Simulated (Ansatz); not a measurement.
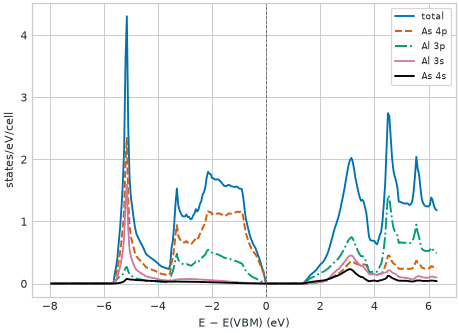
*Total and projected density of states of AlAs (zinc blende, F-43m), LDA (plane waves, PAW; program Ansatz)*

Question: Which orbitals carry the states next to the gap?

Answer: Top 1 eV of the valence band: As 4p 79 %, Al 3p 18 %. Bottom 1 eV of the conduction band: Al 3p 55 %, As 4s 15 %, Al 3s 9 %, As 4p 9 %, outside the projected shells 13 %. Projections are on Löwdin-orthogonalised atomic valence shells; empty p or d shells of many metals are not among them.

Question: Where is the tallest occupied peak in this window, and what makes it?

Answer: Near -5.1 eV, about 4.3 states/eV per cell; the largest projected share is As 4p.

The LDA relaxation kept the symmetry of its start; phonons on a q-mesh show no instability. Scalar-relativistic: spin–orbit coupling is off unless named, which matters more the heavier the elements.

Potentials: the later of the program's two PAW sets.
